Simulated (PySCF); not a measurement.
# USVWN5/STO-3G run of AlO (oxoaluminum)

What is the energy change on altering one bond length of AlO (oxoaluminum) at USVWN5/STO-3G? The job is set up through a Python script.

Program for the calculation: PySCF 2.14.0.

33 further runs of the same task are left out: 8 that didn't finish, 25 set aside as unsound or not needed.

**1. The system as given**

AlO has 2 atoms, charge 0, and is taken as a doublet. SMILES: `[O]=[Al]`. Geometry: a GFN2-xTB relaxation, a rough one for these elements and not checked as a minimum.

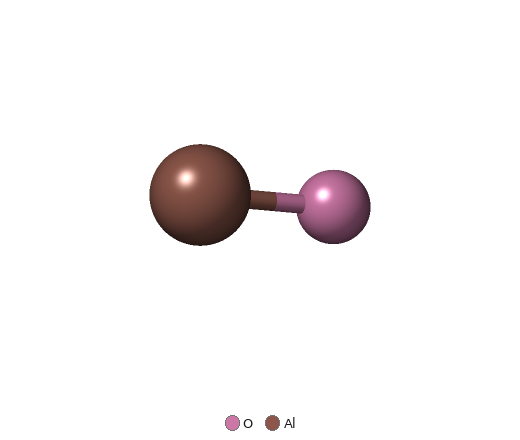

The structure, seen from a chosen angle (oxygen pink, aluminium brown).

**2. A single-point energy at USVWN5/STO-3G**

File run.py:

```python
# oxoaluminum
from pyscf import gto, dft

system = gto.Mole()
system.atom = '''
O        0.000000       0.000000       0.000000
Al       0.000000       0.000000       1.570050
'''
system.spin = 1
system.basis = 'sto-3g'
system.max_memory = 1860
system.verbose = 4
system.build()

myscf = dft.UKS(system, xc='svwn')
myscf.conv_tol = 1e-10
myscf.grids.level = 5
myscf.kernel()
if not myscf.converged:
    myscf = myscf.newton().run(myscf.mo_coeff, myscf.mo_occ)

e_final = myscf.e_tot
print('E(%s) = %.9f' % ('SVWN5', e_final))
```

On the command line:

```
$ OMP_NUM_THREADS=1 python run.py
```

The log of the run:

```text
PySCF version 2.14.0

[INPUT] num. atoms = 2
[INPUT] num. electrons = 21
[INPUT] charge = 0
[INPUT] spin (= nelec alpha-beta = 2S) = 1
[INPUT] symmetry False subgroup None
[INPUT] Mole.unit = angstrom
[INPUT] Symbol           X                Y                Z      unit          X                Y                Z       unit  Magmom
[INPUT]  1 O      0.000000000000   0.000000000000   0.000000000000 AA    0.000000000000   0.000000000000   0.000000000000 Bohr   0.0
[INPUT]  2 Al     0.000000000000   0.000000000000   1.570050000000 AA    0.000000000000   0.000000000000   2.966964501873 Bohr   0.0

nuclear repulsion = 35.0526607023216
number of shells = 8
number of NR pGTOs = 42
number of NR cGTOs = 14
basis = sto-3g
ecp = {}

******** <class 'pyscf.dft.uks.UKS'> ********
method = UKS
initial guess = minao
damping factor = 0
level_shift factor = 0
DIIS = <class 'pyscf.scf.diis.CDIIS'>
diis_start_cycle = 1
diis_space = 8
diis_damp = 0
SCF conv_tol = 1e-10
SCF conv_tol_grad = None
SCF max_cycles = 50
direct_scf = True
direct_scf_tol = 1e-13
number electrons alpha = 11  beta = 10
XC library pyscf.dft.libxc version 7.0.0
    S. Lehtola, C. Steigemann, M. J.T. Oliveira, and M. A.L. Marques.,  SoftwareX 7, 1–5 (2018)
XC functionals = svwn
    P. A. M. Dirac.,  Math. Proc. Cambridge Philos. Soc. 26, 376 (1930)
    F. Bloch.,  Z. Phys. 57, 545 (1929)
    S. H. Vosko, L. Wilk, and M. Nusair.,  Can. J. Phys. 58, 1200 (1980)
radial grids:
    Treutler-Ahlrichs [JCP 102, 346 (1995); DOI:10.1063/1.469408] (M4) radial grids

becke partition: Becke, JCP 88, 2547 (1988); DOI:10.1063/1.454033
pruning grids: <function nwchem_prune>
grids dens level: 5
symmetrized grids: False
atomic radii adjust function: <function treutler_atomic_radii_adjust>
small_rho_cutoff = 0
Set gradient conv threshold to 1e-05
tot grids = 86032
init E= -311.894533034909
[... the frontier-level lines of each cycle are left out ...]

cycle= 1 E= -311.503173154625  delta_E= 0.391  |g|= 0.63  |ddm|= 1.61
cycle= 2 E= -305.392539213938  delta_E= 6.11  |g|= 2.17  |ddm|=  3.8
cycle= 3 E= -311.973333139784  delta_E= -6.58  |g|= 0.0605  |ddm|= 3.25
cycle= 4 E= -311.95854082756  delta_E= 0.0148  |g|= 0.167  |ddm|= 0.175
cycle= 5 E= -311.959379878802  delta_E= -0.000839  |g|= 0.162  |ddm|= 0.00477
cycle= 6 E= -311.974247223606  delta_E= -0.0149  |g|= 0.0484  |ddm|= 0.133
cycle= 7 E= -311.975706397361  delta_E= -0.00146  |g|= 0.00972  |ddm|= 0.069
cycle= 8 E= -311.975767979793  delta_E= -6.16e-05  |g|= 0.00216  |ddm|= 0.0165
cycle= 9 E= -311.975771056639  delta_E= -3.08e-06  |g|= 4.65e-05  |ddm|= 0.00278
cycle= 10 E= -311.975771058018  delta_E= -1.38e-09  |g|= 1.05e-05  |ddm|= 7.29e-05
cycle= 11 E= -311.97577105809  delta_E= -7.22e-11  |g|= 5.68e-08  |ddm|= 1.3e-05
Extra cycle  E= -311.97577105809  delta_E= -5.68e-14  |g|= 2.66e-07  |ddm|= 4.23e-07
converged SCF energy = -311.97577105809  <S^2> = 0.75121482  2S+1 = 2.0012144
E(SVWN5) = -311.975771058
```

Run time: 1.5 s. Hardware: 1 thread of Arm Neoverse V1, shared host; peak memory 0.13 GiB.

**3. The distorted shape, same level**

File input.py:

```python
from pyscf import gto, dft

mol = gto.M(
    atom='O 0.000000 0.000000 -1.884050; Al 0.000000 0.000000 1.570050',
    max_memory=1860,
    charge=0,
    basis='sto-3g',
    spin=1,
    verbose=3,
)

mf = dft.UKS(mol)
mf.xc = 'svwn'
mf.grids.level = 5
mf.conv_tol = 1e-10
mf.kernel()
if not mf.converged:
    mf = mf.newton().run(mf.mo_coeff, mf.mo_occ)

etot = mf.e_tot
print('Final energy', etot)
```

On the command line:

```
$ OMP_NUM_THREADS=1 python input.py
```

The log of the run:

```text
WARN: HOMO 0.0105711087435156 >= LUMO 0.0106692209770929

WARN: HOMO -0.0437019744677196 >= LUMO -0.0437019744677148

WARN: HOMO -0.011560778473965 >= LUMO -0.011477983969328

WARN: HOMO 0.0293266042024865 >= LUMO 0.0202523963797621

WARN: HOMO 0.0583536450976676 >= LUMO 0.0434903707346894

WARN: HOMO -0.042388193154044 >= LUMO -0.0463714573814069

WARN: HOMO -0.0693353512117738 >= LUMO -0.085898198567362

WARN: HOMO -0.0553678902001315 >= LUMO -0.0952241897719723

WARN: HOMO 0.0868455395697125 >= LUMO 0.0560693842625848

WARN: HOMO -0.0543072758985302 >= LUMO -0.0744089167558467

WARN: HOMO -0.0313362218583069 >= LUMO -0.0571875733809839

WARN: HOMO -0.0114418328901346 >= LUMO -0.044333802675135

WARN: HOMO -0.0493994488507224 >= LUMO -0.0563588308394414

WARN: HOMO 0.140900937412107 >= LUMO 0.141013022476764

WARN: HOMO 0.0198514150785013 >= LUMO 0.0186975302458223

WARN: HOMO -0.0543742779528058 >= LUMO -0.0633409718938151

WARN: HOMO -0.0120552969025287 >= LUMO -0.0307047147261537

WARN: HOMO 0.106131592673878 >= LUMO 0.106247392164726

WARN: HOMO 0.0573118618446999 >= LUMO 0.0581922608637346

WARN: HOMO -0.0713777521413483 >= LUMO -0.084894279343869

WARN: HOMO 0.111711257297719 >= LUMO 0.111729747791519

WARN: HOMO 0.128411565135112 >= LUMO 0.128751857030025

SCF not converged.
SCF energy = -311.540073852184 after 50 cycles  <S^2> = 0.7679658  2S+1 = 2.0178858

WARN: HOMO -0.0278890487399229 >= LUMO -0.0297855097966489

converged SCF energy = -311.738766638706  <S^2> = 1.340551  2S+1 = 2.522341
Final energy -311.73876663870567
```

Wall time 10 s (1 thread of Arm Neoverse V1, shared host); peak memory 0.14 GiB.

**4. What came out**

At USVWN5/STO-3G:

| quantity | value |
| --- | --- |
| first shape: total energy | -311.97577 Eh |
| first shape: dipole moment | 2.33 D |
| first shape: HOMO energy (highest over α and β) | -1.14 eV |
| first shape: LUMO energy (lowest over α and β) | 0.10 eV |
| first shape: ⟨S²⟩ | 0.751 |
| distorted shape: total energy | -311.73877 Eh |
| distorted shape: dipole moment | 4.32 D |
| distorted shape: ⟨S²⟩ | 1.341 |
| energy change with the O1–Al2 bond stretched from 1.570 to 3.454 Å | 6.449 eV |

**Reading.** With the O1–Al2 bond stretched from 1.570 to 3.454 Å the energy rises by 6.45 eV (149 kcal/mol). The first shape isn't relaxed at this level, so the change isn't measured from a minimum. The minimal basis adds a large error of its own. ⟨S²⟩ (distorted shape) is 1.34 where a pure doublet has 0.75: the reference is spin-contaminated.
